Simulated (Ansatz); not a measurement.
# CHClGaN: inputs that go wrong

3 inputs were typed for CHClGaN. Each is run as it stands; the log then has to tell whether the result can be used.

The runs use Ansatz 0.2.0, Gaussian basis; the settings change from run to run.

## 1. The geometry

The geometry comes from an earlier relaxation with PBE0-D4 in a triple-zeta def2 set; it is a stationary point.

SMILES `N#[C][GaH][Cl]`, 5 atoms, charge 0, spin multiplicity 1.

Atoms are counted from 1 here; the program's logs count them from 0.

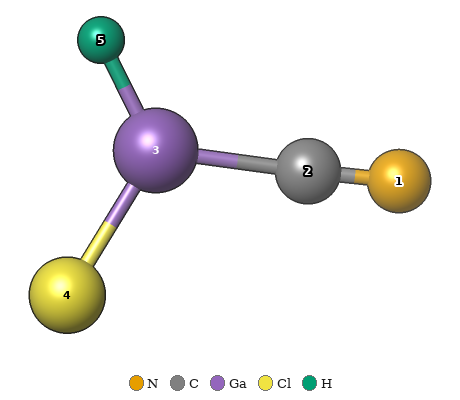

The structure; nitrogen amber, carbon grey, gallium purple, chlorine yellow, hydrogen teal; atoms are numbered from 1 in the order of the file.

## 2. Try 1

in.yaml

```yaml
crystal:
  periodic: [false, false, false]
  atoms:
    - {symbol: N, position_ang: [2.533979, -2.881251, 2.620150]}
    - {symbol: C, position_ang: [1.292599, -1.568700, 1.412372]}
    - {symbol: Ga, position_ang: [-0.421562, 0.999544, -0.624858]}
    - {symbol: Cl, position_ang: [-3.743687, -0.414746, -2.257567]}
    - {symbol: H, position_ang: [0.641748, 3.737937, -1.280786]}
basis:
  gaussian: {orbitals: "6-31G*", final_grid: {core_spheres: 8, valence_spheres: 7, degree: 23}, point_charges: [{charge: -1.00, position_ang: [4.663, 0.023, 0.255]}]}
total_charge: 1
magnetization: {spin_polarized: true, initial_magnetization: 1}
hamiltonian: {xc: {name: RPBE}, pseudopotentials: {relativity: none}}
output: {forces: true}
```

Launch:

```sh
ansatz run in.yaml --threads 2 --pin off --events-out ev --progress --plain --max-ram 32768MiB --backend cpu
```

Output, shortened:

```text
Functional definition: RPBE
  name "RPBE"
  cite "Hammer, Hansen & Nørskov, Phys. Rev. B 59, 7413 (1999) doi:10.1103/PhysRevB.59.7413"
  cite "Perdew, Burke & Ernzerhof, Phys. Rev. Lett. 77, 3865 (1996) doi:10.1103/PhysRevLett.77.3865"
[...]
998 factors; their error is unknown
[...]
mean field -67414.52585784 eV, -2477.4381300687 hartree, gradient 3.2e-9 eV, S^2 2.589100; 12 other end points of the search recorded, 0 dependent functions left out
[...]
reference -67414.52591269 eV, -2477.4381320847 hartree; 31, 30 occupied and 55, 56 virtual orbitals, 998 factors
Total energy: -67414.52591269 eV, -2477.4381320847 hartree
Atom 0 at     2.533979    -2.881251     2.620150 Å, force    -1.780780     1.931535    -1.778011 eV/Å
Atom 1 at     1.292599    -1.568700     1.412372 Å, force     2.067788    -1.765584     1.648534 eV/Å
Atom 2 at    -0.421562     0.999544    -0.624858 Å, force     0.139906    -0.140695    -0.084984 eV/Å
Atom 3 at    -3.743687    -0.414746    -2.257567 Å, force     0.277925     0.120942     0.143502 eV/Å
Atom 4 at     0.641748     3.737937    -1.280786 Å, force    -0.016507    -0.073878     0.017307 eV/Å
Dipole moment:     1.753348     0.553500     0.814755 e Å
```

It took 71 s on 2 threads, shared host.

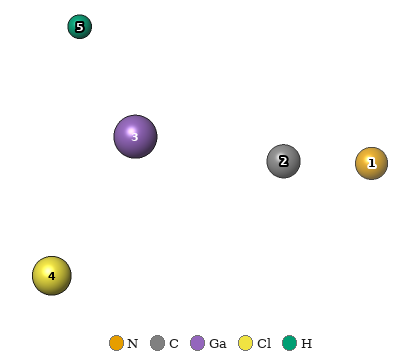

The geometry of this input.

**Diagnosis.** It ended without an error, which proves nothing about the input. The coordinates are in bohr but typed as ångström. The shortest distance is 2.17 Å (N1–C2), against 1.15 Å in the relaxed molecule. It also asks for charge 1 and multiplicity 2, another species or state than the molecule above. Its energy is no property of the relaxed molecule. To mend it, take the coordinates from the file in ångström, and remove the point charge, and set charge and spin to those of the species named.

## 3. Try 2

in.yaml

```yaml
crystal:
  periodic: [false, false, false]
  atoms:
    - {symbol: N, position_ang: [2.821636, -3.381247, 3.078017]}
    - {symbol: C, position_ang: [1.562570, -1.727522, 1.624872]}
    - {symbol: Ga, position_ang: [-0.466508, 1.125082, -0.793681]}
    - {symbol: Cl, position_ang: [-4.468941, -0.447100, -2.611617]}
    - {symbol: H, position_ang: [0.661023, 4.268648, -1.388671]}
basis:
  gaussian: {orbitals: 6-31G}
hamiltonian: {xc: {name: B3LYP5}}
accuracy: high
output: {forces: true}
```

Same command.

Output, shortened:

```text
Functional definition: B3LYP5
  name "B3LYP5"
  cite "Stephens, Devlin, Chabalowski & Frisch, J. Phys. Chem. 98, 11623 (1994) doi:10.1021/j100096a001"
  cite "Becke, Phys. Rev. A 38, 3098 (1988) doi:10.1103/PhysRevA.38.3098"
  cite "Lee, Yang & Parr, Phys. Rev. B 37, 785 (1988) doi:10.1103/PhysRevB.37.785"
  cite "Vosko, Wilk & Nusair, Can. J. Phys. 58, 1200 (1980) doi:10.1139/p80-159"
[...]
1106 factors; integrals over basis functions are off by at most 4.3e-8 eV
[...]
mean field -67408.78978184 eV, -2477.2273331639 hartree, gradient 8.6e-8 eV, S^2 0.000000; 10 other end points of the search recorded, 0 dependent functions left out
[...]
reference -67408.78983328 eV, -2477.2273350541 hartree; 31, 31 occupied and 31, 31 virtual orbitals, 1106 factors
Total energy: -67408.78983328 eV, -2477.2273350541 hartree
Atom 0 at     2.821636    -3.381247     3.078017 Å, force    -2.115983     2.730399    -2.422118 eV/Å
Atom 1 at     1.562570    -1.727522     1.624872 Å, force     2.070530    -2.626458     2.351521 eV/Å
Atom 2 at    -0.466508     1.125082    -0.793681 Å, force    -0.041665     0.447181    -0.208932 eV/Å
Atom 3 at    -4.468941    -0.447100    -2.611617 Å, force     0.311680     0.115846     0.144268 eV/Å
Atom 4 at     0.661023     4.268648    -1.388671 Å, force    -0.224563    -0.666967     0.135262 eV/Å
Dipole moment:     1.293043     0.500576     0.590207 e Å
```

It took 20 s on 2 threads, shared host.

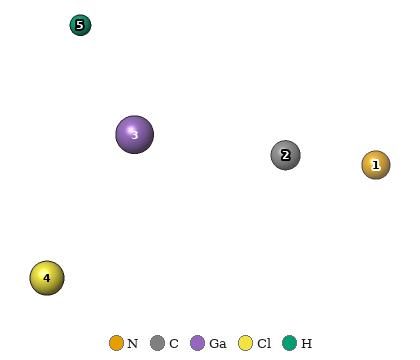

The geometry of this input.

**Diagnosis.** The run converged, but a converged run isn't a right one. The geometry is stretched to more than twice its size. The shortest distance is 2.54 Å (N1–C2), against 1.15 Å in the relaxed molecule. Its energy is no property of the relaxed molecule. Cure: use the relaxed coordinates.

## 4. Try 3

in.yaml

```yaml
crystal:
  periodic: [false, false, false]
  atoms:
    - {symbol: N, position_ang: [0.808014, -1.129644, 0.881432]}
    - {symbol: C, position_ang: [0.447463, -0.577150, 0.542855]}
    - {symbol: Ga, position_ang: [-0.133591, 0.375880, -0.227281]}
    - {symbol: Cl, position_ang: [-1.493033, -0.149372, -0.747872]}
    - {symbol: H, position_ang: [0.220842, 1.426117, -0.397665]}
basis:
  gaussian: {orbitals: def2-SVP, final_grid: {core_spheres: 5, valence_spheres: 4, degree: 11}, point_charges: [{charge: 2.00, position_ang: [4.886, -0.143, 0.078]}]}
hamiltonian: {xc: {name: B97}}
```

Same command.

Output, shortened:

```text
Functional definition: B97
  name "B97"
  cite "Becke, J. Chem. Phys. 107, 8554 (1997) doi:10.1063/1.475007"
[...]
      + integral(e_c_pw_opposite_spin*poly(b97_u_opposite, cos0, cos1, cos2))
812 factors; integrals over basis functions are off by at most 8.9e-4 eV
[...]
mean field -67377.73737522 eV, -2476.0861782687 hartree, gradient 6.4e-5 eV, S^2 0.000000; 0 other end points of the search recorded, 0 dependent functions left out
reference -67377.73740214 eV, -2476.0861792577 hartree; 31, 31 occupied and 52, 52 virtual orbitals, 812 factors
Total energy: -67377.73740214 eV, -2476.0861792577 hartree
```

Wall time 1.4 s (2 threads, shared host).

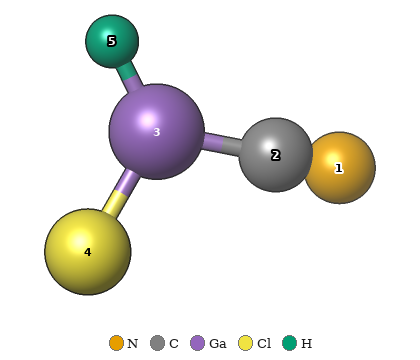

The geometry of this input.

Diagnosis: It ended without an error, which proves nothing about the input. The geometry is squeezed well below its size. The shortest distance is 0.74 Å (N1–C2), against 1.15 Å in the relaxed molecule. Its coordinates are also moved off the relaxed structure. Its energy is no property of the relaxed molecule. To mend it, use the relaxed coordinates, and remove the point charge.

## 5. Summary

```
try         level      ended                                                  cause   time
  1   RPBE/6-31G*  converged      the coordinates are in bohr but typed as ångström   71 s
  2  B3LYP5/6-31G  converged  the geometry is stretched to more than twice its size   20 s
  3  B97/def2-SVP  converged           the geometry is squeezed well below its size  1.4 s
```

**Reading.** 3 converged. The dangerous case is the input that converges on a wrong geometry, charge, spin, basis or grid: often only a look at the input shows it.
